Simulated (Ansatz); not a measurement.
Consider CdF2 in the fluorite structure (space group Fm-3m, No. 225; a = 5.384 Å).

Perturbation: cell and atoms relaxed at a pressure of 2.1 GPa.

Computed with Kohn–Sham DFT with the PBEsol functional, run in Ansatz (a first-principles code) with PAW and 420 eV plane waves, scalar-relativistic without spin-orbit coupling.

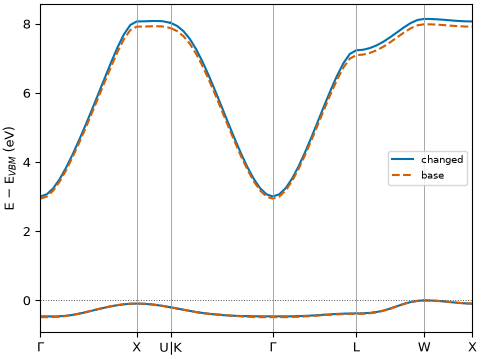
Highest valence and lowest conduction band along the path, each from its own valence-band maximum

The gap is 3.01 eV, indirect, W → Γ; the base has 2.94 eV.

Load acts through the strain it causes; cell and atoms are relaxed under it. Whether these cells are dynamically stable was not tested.
